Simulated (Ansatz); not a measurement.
Input

```
crystal:
  periodic: [false, false, false]
  atoms:
    - { symbol: Ga, position_ang: [0.010646, 0.465336, -0.422325] }
    - { symbol: H, position_ang: [0.026659, 0.056345, 2.31821] }
    - { symbol: O, position_ang: [1.661485, -0.118265, -0.733963] }
    - { symbol: H, position_ang: [1.728187, -0.975246, -1.17164] }
    - { symbol: H, position_ang: [-1.344255, -0.197838, -0.780987] }
    - { symbol: F, position_ang: [0.065845, 2.012551, 0.348707] }
    - { symbol: H, position_ang: [0.029533, 0.716816, 2.034398] }
basis:
  gaussian: { orbitals: def2-SVP }
hamiltonian:
  xc: b3lyp
  dispersion: d4
relax:
  f_tol: 0.03
  max_steps: 50
output:
  orbitals: {}
```

Run with:

```sh
ansatz run input.yaml --threads 2 --pin off --max-ram 3072MiB --backend cpu --events-out ev --progress --plain --runs-dir out
```

The fields are those of the run's last geometry, not of the input's.

Computed with RKS B3LYP-D4/def2-SVP in Ansatz.

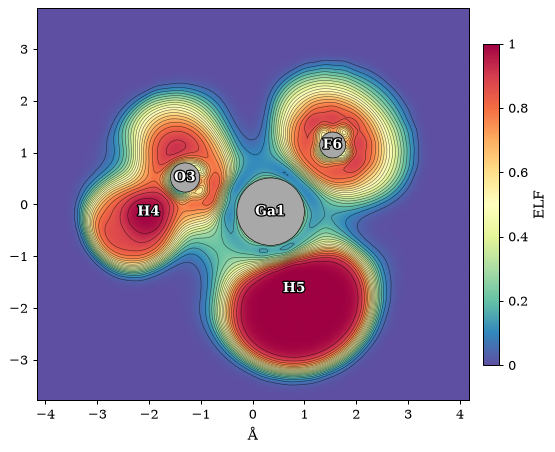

FGaH$_{2}$O···H$_{2}$. Electron localisation function on the plane of atoms H5, Ga1 and F6. Grey discs cover the atomic cores.

### What does the map show?

The plane passes through Ga, O, H and F nuclei.
Ga–F (1.76 Å): the ELF peaks at about 0.80 in the valence shell of F, 0.5 Å from its nucleus, and is about 0.20 at the midpoint.
Ga–O (1.78 Å): the ELF peaks at about 0.85 in the valence shell of O, 0.6 Å from its nucleus, and is about 0.20 at the midpoint.
O–H (0.97 Å): the ELF climbs to about 1 towards the hydrogen, as it does in any bond to H (a covalent bond by its length).
Ga–H (1.55 Å): the ELF climbs to about 1 towards the hydrogen.
The ELF also peaks beside F6 and O3, away from the bonds: lone-pair regions.
